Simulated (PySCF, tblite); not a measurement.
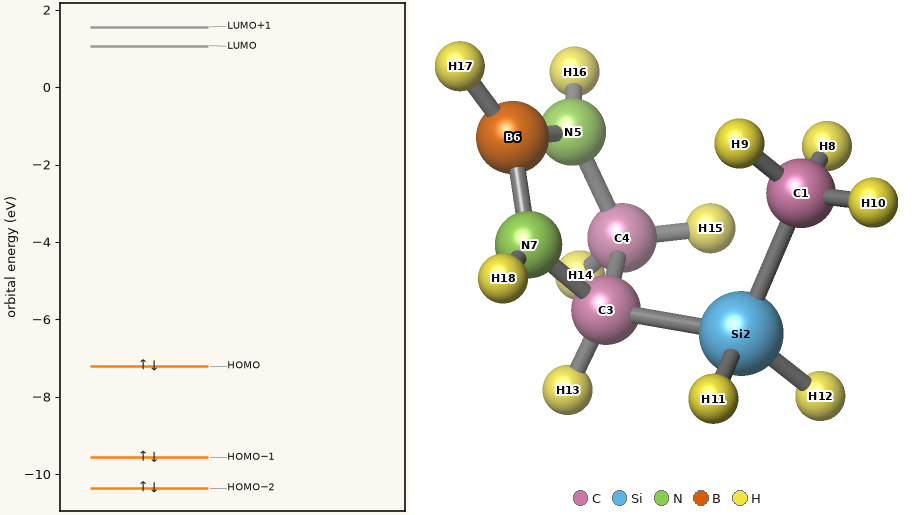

C₃H₁₁BN₂Si, SMILES C[SiH2][C@@H]1CNBN1. Kohn-Sham orbital energies near the frontier, CAM-B3LYP/def2-SVPD, PySCF 2.14.0, at a GFN2-xTB geometry (a minimum by its frequencies), isolated molecule; empty levels in grey, levels within 0.03 eV side by side.

Q: Where do the frontier orbitals lie?

A: HOMO at −7.20 eV, LUMO at 1.07 eV, 8.27 eV apart.

Q: How far below the HOMO does the next level lie?

A: 2.36 eV.

Q: List the levels with the atoms that carry most of them (a dash for levels above zero or within 0.03 eV of another, where shares mean little).

A:
| orbital | energy (eV) | Löwdin shares |
| --- | --- | --- |
| LUMO+1 | 1.56 | – |
| LUMO | 1.07 | – |
| HOMO | −7.20 | N7 32 %, N5 26 %, C3 10 % |
| HOMO−1 | −9.56 | N5 34 %, B6 14 %, C3 12 % |
| HOMO−2 | −10.35 | C1 37 %, Si2 26 %, H11 7 % |

Caveats: the tight-binding geometry is rougher than a DFT one and adds to the error; one conformer of a flexible molecule; empty levels above zero depend strongly on the basis.
